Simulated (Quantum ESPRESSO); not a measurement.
# E(M) of CoO

Aim: the energy of CoO as a function of the total spin moment of its primitive cell.

Method: PBE; plane waves with GBRV 1.5 PBE potentials, no spin-orbit coupling, in Quantum ESPRESSO 7.5.

### Step 1. Set-up

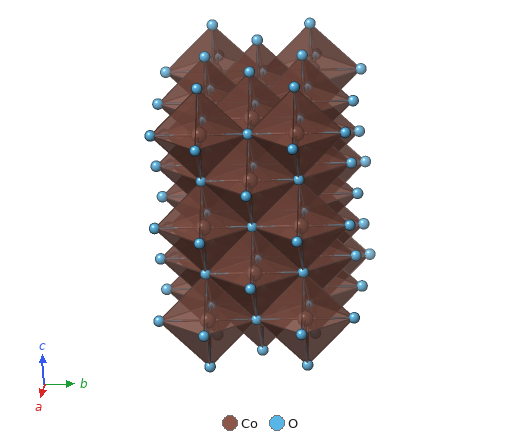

The starting structure, seen slightly off an axis (cobalt brown, oxygen blue). 2×1×2 cells are drawn. This picture shows the conventional cell, with its axes. Some periodic images of atoms are drawn too.

The cell comes from the Crystallography Open Database.

### Step 2. No moment imposed

File pw.in:

```
&CONTROL
  calculation = 'scf'
  prefix = 'pwscf'
  outdir = './tmp'
  pseudo_dir = './pseudo'
  disk_io = 'nowf'
  tprnfor = .true.
  tstress = .true.
/
&SYSTEM
  ibrav = 0
  nat = 2
  ntyp = 2
  ecutwfc = 40
  ecutrho = 280
  nbnd = 20
  occupations = 'smearing'
  smearing = 'fd'
  degauss = 0.00734986
  nspin = 2
  starting_magnetization(1) = 0.1765
  starting_magnetization(2) = 0
/
&ELECTRONS
  conv_thr = 4d-09
  electron_maxstep = 150
  mixing_beta = 0.3
/
ATOMIC_SPECIES
Co     58.9332 co_pbe_v1.2.uspp.F.UPF
O      15.9990 o_pbe_v1.2.uspp.F.UPF
CELL_PARAMETERS angstrom
   0.0000000000    2.1315000000    2.1315000000
   2.1315000000    0.0000000000    2.1315000000
   2.1315000000    2.1315000000    0.0000000000
ATOMIC_POSITIONS crystal
Co      0.0000000000    0.0000000000    0.0000000000
O       0.5000000000    0.5000000000    0.5000000000
K_POINTS automatic
8 8 8 0 0 0
```

Command:

```console
> OMP_NUM_THREADS=1 mpirun -n 2 pw.x -nk 2 -in pw.in > pw.out
```

What it wrote:

```text
Program PWSCF v.7.5 starts

     Message from routine setup:
     using ibrav=0 with symmetry is DISCOURAGED, use correct ibrav instead

     K-points division:     npool     =       2
     Subspace diagonalization in iterative solution of the eigenvalue problem:

     G-vector sticks info
     --------------------
     sticks:   dense  smooth     PW     G-vecs:    dense   smooth      PW
     Sum         637     361    121                10417     4477     893

     Using Slab Decomposition

     bravais-lattice index     =            0
     lattice parameter (alat)  =       5.6964  a.u.
     unit-cell volume          =     130.7021 (a.u.)^3
     number of atoms/cell      =            2
     number of atomic types    =            2
     number of electrons       =        23.00
     number of Kohn-Sham states=           20
     kinetic-energy cutoff     =      40.0000  Ry
     charge density cutoff     =     280.0000  Ry
     scf convergence threshold =      4.0E-09
     mixing beta               =       0.3000
     number of iterations used =            8  plain     mixing
     Exchange-correlation= SLA  PW   PBE  PBE
                           (   1   4   3   4   0   0   0)

     celldm(1)=   5.696383  celldm(2)=   0.000000  celldm(3)=   0.000000
     celldm(4)=   0.000000  celldm(5)=   0.000000  celldm(6)=   0.000000

     crystal axes: (cart. coord. in units of alat)
               a(1) = (   0.000000   0.707107   0.707107 )
               a(2) = (   0.707107   0.000000   0.707107 )
               a(3) = (   0.707107   0.707107   0.000000 )

     reciprocal axes: (cart. coord. in units 2 pi/alat)
               b(1) = ( -0.707107  0.707107  0.707107 )
               b(2) = (  0.707107 -0.707107  0.707107 )
               b(3) = (  0.707107  0.707107 -0.707107 )

     PseudoPot. # 1 for Co read from file:
     co_pbe_v1.2.uspp.F.UPF
     Pseudo is Ultrasoft + core correction, Zval = 17.0
     Generated by new atomic code, or converted to UPF format
     Using radial grid of  863 points,  6 beta functions with:
                l(1) =   0
                l(2) =   0
                l(3) =   1
                l(4) =   1
                l(5) =   2
                l(6) =   2
     Q(r) pseudized with  8 coefficients,  rinner =    1.200   1.200   1.200
                                                       1.200   1.200

     PseudoPot. # 2 for O  read from file:
     o_pbe_v1.2.uspp.F.UPF
     Pseudo is Ultrasoft + core correction, Zval =  6.0
     Generated by new atomic code, or converted to UPF format
     Using radial grid of  737 points,  5 beta functions with:
                l(1) =   0
                l(2) =   0
                l(3) =   1
                l(4) =   1
                l(5) =   2
     Q(r) pseudized with  8 coefficients,  rinner =    0.900   0.900   0.900
                                                       0.900   0.900

     atomic species   valence    mass     pseudopotential
     Co               17.00    58.93320     Co( 1.00)
     O                 6.00    15.99900     O ( 1.00)

     Starting magnetic structure
     atomic species   magnetization
     Co              0.176
     O               0.000

     48 Sym. Ops., with inversion, found

   Cartesian axes

     site n.     atom                  positions (alat units)
         1        Co     tau(   1) = (   0.0000000   0.0000000   0.0000000  )
         2        O      tau(   2) = (   0.7071068   0.7071068   0.7071068  )

     number of k points=    29  Fermi-Dirac smearing, width (Ry)=  0.0073
                       cart. coord. in units 2pi/alat
        k(    1) = (   0.0000000   0.0000000   0.0000000), wk =   0.0019531
        k(    2) = (   0.0883883   0.0883883  -0.0883883), wk =   0.0156250
        k(    3) = (   0.1767767   0.1767767  -0.1767767), wk =   0.0156250
        k(    4) = (   0.2651650   0.2651650  -0.2651650), wk =   0.0156250
        k(    5) = (  -0.3535534  -0.3535534   0.3535534), wk =   0.0078125
        [... 24 further k-points ...]

     Dense  grid:    10417 G-vectors     FFT dimensions: (  32,  32,  32)

     Smooth grid:     4477 G-vectors     FFT dimensions: (  24,  24,  24)

     Check: negative core charge=   -0.000039
     Generating pointlists ...
     new r_m :   0.2917 (alat units)  1.6615 (a.u.) for type    1
     new r_m :   0.2917 (alat units)  1.6615 (a.u.) for type    2

     Initial potential from superposition of free atoms

     starting charge      22.0000, renormalised to      23.0000
     Starting wfcs are   17 randomized atomic wfcs +    3 random wfcs

     Self-consistent Calculation

     iteration #  1     ecut=    40.00 Ry     beta= 0.30
     Davidson diagonalization with overlap
     ethr =  1.00E-02,  avg # of iterations =  4.8

     total energy              =    -328.50522576 Ry
     estimated scf accuracy    <       6.99333740 Ry

     total magnetization       =     3.06 Bohr mag/cell
     absolute magnetization    =     3.12 Bohr mag/cell

     iteration #  2     ecut=    40.00 Ry     beta= 0.30
     Davidson diagonalization with overlap
     ethr =  1.00E-02,  avg # of iterations =  2.0

     total energy              =    -329.56782838 Ry
     estimated scf accuracy    <       8.46603215 Ry

     total magnetization       =     0.36 Bohr mag/cell
     absolute magnetization    =     0.40 Bohr mag/cell

     iteration #  3     ecut=    40.00 Ry     beta= 0.30
     Davidson diagonalization with overlap
     ethr =  1.00E-02,  avg # of iterations =  1.4

     total energy              =    -330.71098795 Ry
     estimated scf accuracy    <       0.21105702 Ry

     total magnetization       =     3.00 Bohr mag/cell
     absolute magnetization    =     3.01 Bohr mag/cell

     [... further iterations left out ...]

     iteration # 12     ecut=    40.00 Ry     beta= 0.30
     Davidson diagonalization with overlap
     ethr =  1.32E-08,  avg # of iterations =  1.0

     total energy              =    -330.72024261 Ry
     estimated scf accuracy    <       0.00000016 Ry

     total magnetization       =     2.94 Bohr mag/cell
     absolute magnetization    =     2.97 Bohr mag/cell

     iteration # 13     ecut=    40.00 Ry     beta= 0.30
     Davidson diagonalization with overlap
     ethr =  6.85E-10,  avg # of iterations =  1.2

     total energy              =    -330.72024261 Ry
     estimated scf accuracy    <       0.00000014 Ry

     total magnetization       =     2.94 Bohr mag/cell
     absolute magnetization    =     2.97 Bohr mag/cell

     iteration # 14     ecut=    40.00 Ry     beta= 0.30
     Davidson diagonalization with overlap
     ethr =  6.07E-10,  avg # of iterations =  1.1

     total energy              =    -330.72024263 Ry
     estimated scf accuracy    <          7.1E-09 Ry

     total magnetization       =     2.94 Bohr mag/cell
     absolute magnetization    =     2.97 Bohr mag/cell

     iteration # 15     ecut=    40.00 Ry     beta= 0.30
     Davidson diagonalization with overlap
     ethr =  3.09E-11,  avg # of iterations =  1.5

     Magnetic moment per site  (integrated on atomic sphere of radius R)
     atom   1 (R=0.292)  charge= 14.6154  magn=  2.5155
     atom   2 (R=0.292)  charge=  5.7665  magn=  0.3267

     End of self-consistent calculation

     [... lines left out ...]
     the Fermi energy is    13.8503 ev

!    total energy              =    -330.72024264 Ry
     estimated scf accuracy    <          3.8E-10 Ry
     smearing contrib. (-TS)   =      -0.00811426 Ry
     internal energy E=F+TS    =    -330.71212838 Ry

     The total energy is F=E-TS. E is the sum of the following terms:
     one-electron contribution =    -183.02741595 Ry
     hartree contribution      =     104.89316814 Ry
     xc contribution           =     -40.01501885 Ry
     ewald contribution        =    -212.56286172 Ry

     total magnetization       =     2.94 Bohr mag/cell
     absolute magnetization    =     2.97 Bohr mag/cell

     convergence has been achieved in  15 iterations

     Forces acting on atoms (cartesian axes, Ry/au):

     atom    1 type  1   force =     0.00000000    0.00000000    0.00000000
     atom    2 type  2   force =     0.00000000    0.00000000   -0.00000000

     Total force =     0.000000     Total SCF correction =     0.000000

     Computing stress (Cartesian axis) and pressure

          total   stress  (Ry/bohr**3)                   (kbar)     P=      -13.42
  -0.00009126  -0.00000000  -0.00000000          -13.42       -0.00       -0.00
  -0.00000000  -0.00009126  -0.00000000           -0.00      -13.42       -0.00
  -0.00000000  -0.00000000  -0.00009126           -0.00       -0.00      -13.42

=------------------------------------------------------------------------------=
   JOB DONE.
=------------------------------------------------------------------------------=
```

It took 7.7 s on 2 MPI ranks of Arm Neoverse V2, shared host; peak memory 0.15 GiB.

Spin moment in the atom's sphere by atom:

| atom | spin moment in the atom's sphere (μB) |
| --- | --- |
| Co1 | 2.52 |
| O2 | 0.33 |

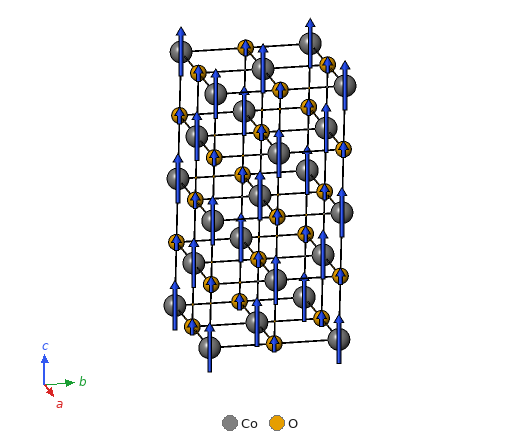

Spin moment in the atom's sphere as arrows, the longest 2.52 μB. Up and down stand for the sign. Arrows give size and sign along the axis of quantisation, drawn up and down the page. Each arrow also spans its atom, so small moments look longer than they are. 1×1×2 conventional cells are drawn. Some periodic images of atoms are drawn too.

This step gave:

| Quantity | Value |
| --- | --- |
| smearing term TS | 0.1104 eV |
| pressure | -1.342 GPa |
| magnetization | 2.943 μB |
| absolute magnetization | 2.967 μB |
| final state | ferromagnetic |

### Step 3. Moment fixed at 0 μB

The two spin channels are filled to separate Fermi energies, so that the total moment meets the target. Half of the up one less the down one is the slope dE/dM.

pw.in: that of step 2 with these lines changed.

```diff
@@ -20,4 +20,5 @@
   nspin = 2
-  starting_magnetization(1) = 0.1765
+  starting_magnetization(1) = 0.0088
   starting_magnetization(2) = 0
+  tot_magnetization = 0
 /
```

What it wrote:

```text
     [... lines left out ...]
Program PWSCF v.7.5 starts
     [... lines left out ...]
     number of atoms/cell      =            2
     [... lines left out ...]
     number of electrons       =        23.00 (up:  11.50, down:  11.50)
     number of Kohn-Sham states=           20
     kinetic-energy cutoff     =      40.0000  Ry
     charge density cutoff     =     280.0000  Ry
     scf convergence threshold =      4.0E-09
     [... lines left out ...]
     48 Sym. Ops., with inversion, found
     [... lines left out ...]
     number of k points=    29  Fermi-Dirac smearing, width (Ry)=  0.0073
     [... lines left out ...]
     iteration # 13     ecut=    40.00 Ry     beta= 0.30
     [... lines left out ...]
     Magnetic moment per site  (integrated on atomic sphere of radius R)
     atom   1 (R=0.292)  charge= 14.6964  magn=  0.0000
     atom   2 (R=0.292)  charge=  5.6941  magn= -0.0000
     [... lines left out ...]
     the spin up/dw Fermi energies are    13.5457   13.5458 ev
!    total energy              =    -330.68331292 Ry
     estimated scf accuracy    <          1.4E-09 Ry
     smearing contrib. (-TS)   =      -0.00827261 Ry
     [... lines left out ...]
     total magnetization       =    -0.00 Bohr mag/cell
     absolute magnetization    =     0.00 Bohr mag/cell
     convergence has been achieved in  13 iterations
     [... lines left out ...]
     Total force =     0.000000     Total SCF correction =     0.000000
     [... lines left out ...]
          total   stress  (Ry/bohr**3)                   (kbar)     P=     -190.32
     [... lines left out ...]
```

Run time: 7 s. Hardware: 2 MPI ranks; peak memory 0.15 GiB.

Read from the output:

* magnetization: 0 μB
* absolute magnetization: 0 μB
* half the difference of the two Fermi energies: 0 meV
* largest moment: 0 μB

### Step 4. Moment fixed at 0.397 μB

pw.in: that of step 3 with these lines changed.

```diff
@@ -20,5 +20,5 @@
   nspin = 2
-  starting_magnetization(1) = 0.0088
+  starting_magnetization(1) = 0.0234
   starting_magnetization(2) = 0
-  tot_magnetization = 0
+  tot_magnetization = 0.397
 /
```

What it wrote:

```text
     [... lines left out ...]
Program PWSCF v.7.5 starts
     [... lines left out ...]
     number of atoms/cell      =            2
     [... lines left out ...]
     number of electrons       =        23.00 (up:  11.70, down:  11.30)
     number of Kohn-Sham states=           20
     kinetic-energy cutoff     =      40.0000  Ry
     charge density cutoff     =     280.0000  Ry
     scf convergence threshold =      4.0E-09
     [... lines left out ...]
     48 Sym. Ops., with inversion, found
     [... lines left out ...]
     number of k points=    29  Fermi-Dirac smearing, width (Ry)=  0.0073
     [... lines left out ...]
     iteration # 14     ecut=    40.00 Ry     beta= 0.30
     [... lines left out ...]
     Magnetic moment per site  (integrated on atomic sphere of radius R)
     atom   1 (R=0.292)  charge= 14.6951  magn=  0.3886
     atom   2 (R=0.292)  charge=  5.6952  magn= -0.0118
     [... lines left out ...]
     the spin up/dw Fermi energies are    13.4385   13.6600 ev
!    total energy              =    -330.68500163 Ry
     estimated scf accuracy    <          1.4E-09 Ry
     smearing contrib. (-TS)   =      -0.00770470 Ry
     [... lines left out ...]
     total magnetization       =     0.40 Bohr mag/cell
     absolute magnetization    =     0.43 Bohr mag/cell
     convergence has been achieved in  14 iterations
     [... lines left out ...]
     Total force =     0.000000     Total SCF correction =     0.000000
     [... lines left out ...]
          total   stress  (Ry/bohr**3)                   (kbar)     P=     -186.00
     [... lines left out ...]
```

Run time: 7.3 s. Hardware: 2 MPI ranks; peak memory 0.15 GiB.

Spin moment in the atom's sphere by atom:

| atom | spin moment in the atom's sphere (μB) |
| --- | --- |
| Co1 | 0.389 |
| O2 | -0.012 |

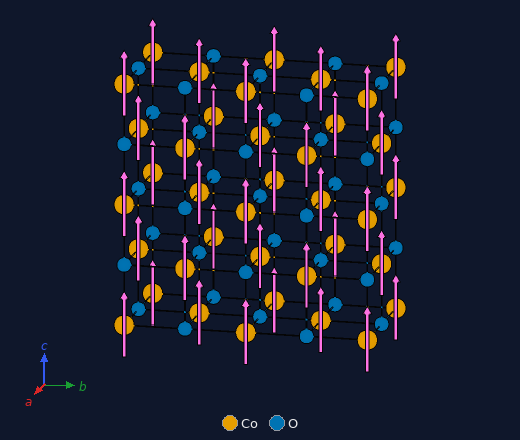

Spin moment in the atom's sphere as arrows, the longest 0.389 μB. Up and down stand for the sign. Arrows give size and sign along the axis of quantisation, drawn up and down the page. 1×2×2 conventional cells are drawn. Some periodic images of atoms are drawn too.

Read from the output:

```yaml
magnetization: 0.397 μB
absolute_magnetization: 0.426 μB
half_the_difference_of_the_two_fermi_energies: -110.8 meV
```

### Step 5. Moment fixed at 0.795 μB

pw.in: that of step 4 with these lines changed.

```diff
@@ -15,3 +15,3 @@
   ecutrho = 280
-  nbnd = 20
+  nbnd = 21
   occupations = 'smearing'
@@ -20,5 +20,5 @@
   nspin = 2
-  starting_magnetization(1) = 0.0234
+  starting_magnetization(1) = 0.0468
   starting_magnetization(2) = 0
-  tot_magnetization = 0.397
+  tot_magnetization = 0.795
 /
```

What it wrote:

```text
     [... lines left out ...]
Program PWSCF v.7.5 starts
     [... lines left out ...]
     number of atoms/cell      =            2
     [... lines left out ...]
     number of electrons       =        23.00 (up:  11.90, down:  11.10)
     number of Kohn-Sham states=           21
     kinetic-energy cutoff     =      40.0000  Ry
     charge density cutoff     =     280.0000  Ry
     scf convergence threshold =      4.0E-09
     [... lines left out ...]
     48 Sym. Ops., with inversion, found
     [... lines left out ...]
     number of k points=    29  Fermi-Dirac smearing, width (Ry)=  0.0073
     [... lines left out ...]
     iteration # 13     ecut=    40.00 Ry     beta= 0.30
     [... lines left out ...]
     Magnetic moment per site  (integrated on atomic sphere of radius R)
     atom   1 (R=0.292)  charge= 14.6906  magn=  0.7672
     atom   2 (R=0.292)  charge=  5.6991  magn= -0.0124
     [... lines left out ...]
     the spin up/dw Fermi energies are    13.3715   13.7434 ev
!    total energy              =    -330.68942428 Ry
     estimated scf accuracy    <          2.8E-09 Ry
     smearing contrib. (-TS)   =      -0.00728570 Ry
     [... lines left out ...]
     total magnetization       =     0.80 Bohr mag/cell
     absolute magnetization    =     0.83 Bohr mag/cell
     convergence has been achieved in  13 iterations
     [... lines left out ...]
     Total force =     0.000000     Total SCF correction =     0.000000
     [... lines left out ...]
          total   stress  (Ry/bohr**3)                   (kbar)     P=     -170.29
     [... lines left out ...]
```

Run time: 7.2 s. Hardware: 2 MPI ranks; peak memory 0.15 GiB.

Numbers from this step:

```
magnetization                                 : 0.795 μB
absolute magnetization                        : 0.829 μB
half the difference of the two Fermi energies : -186 meV
largest moment                                : 0.7672 μB
```

### Step 6. The curve

The runs not shown differ in the target, the start and the number of states alone. The point at 2.94 μB is the free run, entered with slope zero.

Energy over the lowest against total spin moment:

| total spin moment (μB a cell) | energy over the lowest (meV a cell) |
| --- | --- |
| 0.00 | 502 |
| 0.40 | 479 |
| 0.80 | 419 |
| 1.19 | 335 |
| 1.59 | 234 |
| 1.99 | 140 |
| 2.38 | 66.2 |
| 2.78 | 9.19 |
| 2.94 | 0 |
| 3.18 | 258 |
| 3.58 | 1212 |
| 3.97 | 2400 |

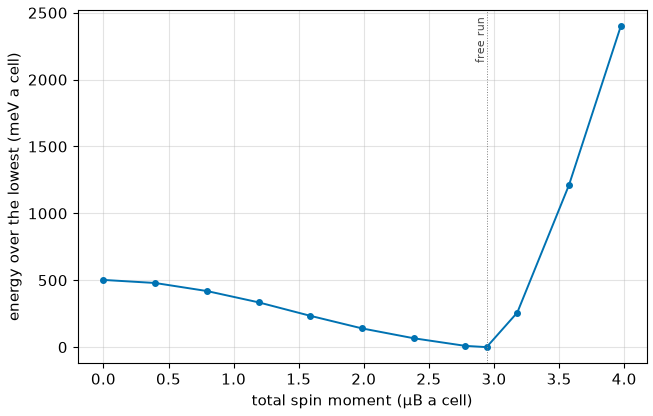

Energy over the lowest against total spin moment.

dE/dM against total spin moment:

| total spin moment (μB a cell) | dE/dM (meV/μB) |
| --- | --- |
| 0.00 | -0.0299 |
| 0.40 | -111 |
| 0.80 | -186 |
| 1.19 | -237 |
| 1.59 | -261 |
| 1.99 | -206 |
| 2.38 | -169 |
| 2.78 | -98.4 |
| 2.94 | 0 |
| 3.18 | 1855 |
| 3.58 | 2728 |
| 3.97 | 3224 |

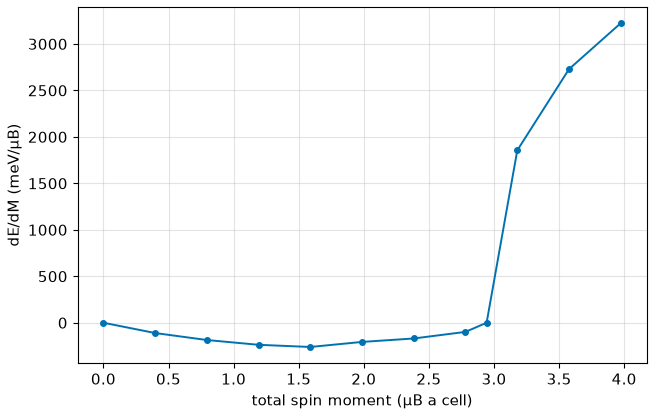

dE/dM, plotted against total spin moment.

The largest site moment by total spin moment:

| total spin moment (μB a cell) | largest site moment (μB) |
| --- | --- |
| 0.00 | 1.4e-5 |
| 0.40 | 0.389 |
| 0.80 | 0.767 |
| 1.19 | 1.13 |
| 1.59 | 1.48 |
| 1.99 | 1.81 |
| 2.38 | 2.12 |
| 2.78 | 2.40 |
| 2.94 | 2.52 |
| 3.18 | 2.62 |
| 3.58 | 2.76 |
| 3.97 | 2.92 |

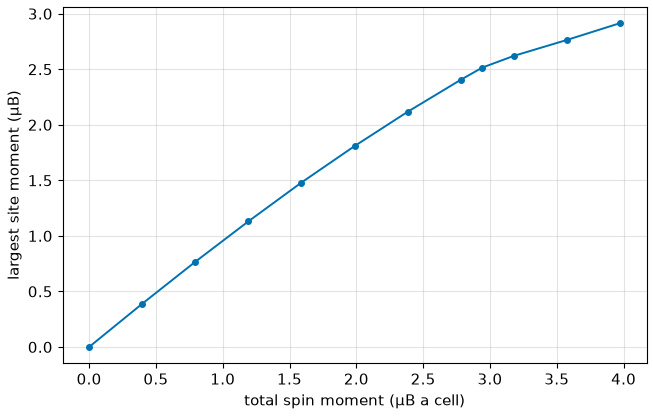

Largest site moment, plotted against total spin moment.

### Step 7. Outcome

| Quantity | Value |
| --- | --- |
| moment of the free run | 2.94 μB a cell |
| energy at zero total moment | 502 meV a cell over the lowest |
| ΔE/ΔM² from the lowest point to 3.18 and to 2.78 μB | 4655 and 349 meV/μB² |

At zero total moment the site moments vanish, so the 502 meV a cell is the energy of forming them. The points show one minimum alone. The cell holds one seeded atom, so opposed orders, which may lie lower, cannot form in it. Energies are free energies at an electronic temperature of 1160 K, which lowers moments and differences where the moments are itinerant. No Hubbard term acts here. In such compounds local and semilocal functionals without one often delocalise the d electrons, and can shrink or lose moments and miss the size, sign and order of the couplings. The smearing term is large for its width, so states at the Fermi level are partly filled: at this level the cell is a metal or has a gap of a few widths at most.

[Logs and program files are shortened in this print: banners, set-up blocks, solver, clock and traceback lines can be left out without a mark of their own.]

[Logs are printed without paths, hosts, clocks, repeated set-up lines and the standing remarks that a program may print on its own settings, such as how far it seeks lower states.]

[Hosts, paths, dates, database ids (printed as entryN), source tags and the programs' standing remarks are cut or masked in the printed files.]

[Where a cell is said to come from a database of computed structures, the database is the Materials Project.]
